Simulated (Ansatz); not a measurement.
# C3H5Si: the cost of one run

Program: Ansatz 0.2.0. Level of theory: RKS PBE-D4/def2-SVP. These are calculated values, not measurements.

## Step 1: The system as given

9 atoms, charge 1, spin multiplicity 1.

Atoms are counted from 1 here; the program's logs count them from 0.

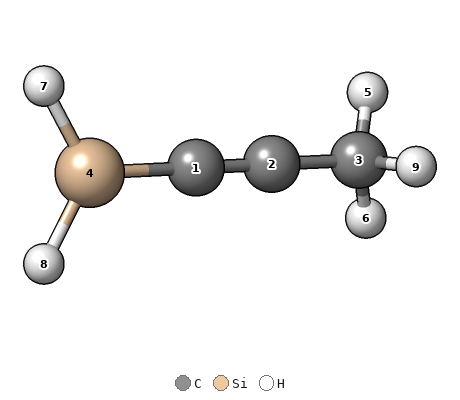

The starting geometry (carbon grey, silicon light orange, hydrogen white); atoms are numbered from 1 in the order of the file.

Coordinates:

```
C    -0.3058   -0.5907   -0.2460
C     0.2356    0.4489    0.1770
C     0.8539    1.6415    0.6679
Si   -1.0579   -2.0477   -0.8439
H     0.7138    2.4864   -0.0396
H     1.9367    1.4830    0.8598
H    -2.2228   -1.9661   -1.7681
H    -0.5327   -3.3824   -0.4432
H     0.3792    1.9271    1.6360
```

This geometry comes from a loose relaxation at PBE in a small basis, which is not shown.

## Step 3: The grid

The axes are (1) angle C1–C2–C3 (carried through 180): 15 values from 140.0 to 220.0 °; (2) change of the bonds C2–C1, C2–C3, all alike: 15 values from −0.147 to 0.227 Å.

Nothing else is relaxed (all other coordinates rigid). Energies count from the relaxed molecule at the same level. Points are written as (first, second).

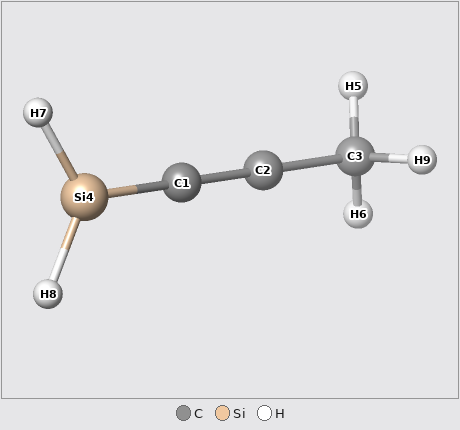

The geometry at (180.0°, 0.227 Å).

(The set-up runs are not shown.)

## Step 4: Grid point (180.0°, 0.227 Å)

File input.yaml:

```yaml
crystal:
  periodic: [false, false, false]
  atoms:
    - { symbol: C, position_ang: [-0.402939, -0.780339, -0.327985] }
    - { symbol: C, position_ang: [0.235986, 0.447585, 0.175753] }
    - { symbol: C, position_ang: [0.951606, 1.831222, 0.7416] }
    - { symbol: Si, position_ang: [-1.153413, -2.235016, -0.930826] }
    - { symbol: H, position_ang: [0.81083, 2.675679, 0.03349] }
    - { symbol: H, position_ang: [2.034552, 1.672454, 0.933544] }
    - { symbol: H, position_ang: [-2.320461, -2.146382, -1.851675] }
    - { symbol: H, position_ang: [-0.628373, -3.568456, -0.525728] }
    - { symbol: H, position_ang: [0.477587, 2.118144, 1.709247] }
total_charge: 1
basis:
  gaussian: { orbitals: def2-SVP }
hamiltonian:
  xc: pbe
  dispersion: d4
output:
  forces: true
```

Started as:

```console
> ansatz run input.yaml --threads 1 --pin off --max-ram 2560MiB --backend cpu --events-out ev --progress --plain --runs-dir out
```

Q: Estimate wall time and peak memory on 1 thread of Intel Xeon Platinum 8259CL at 2.50GHz (Skylake/Cascade Lake), shared host.

About 3.4 s, with a peak of 0.12 GiB.
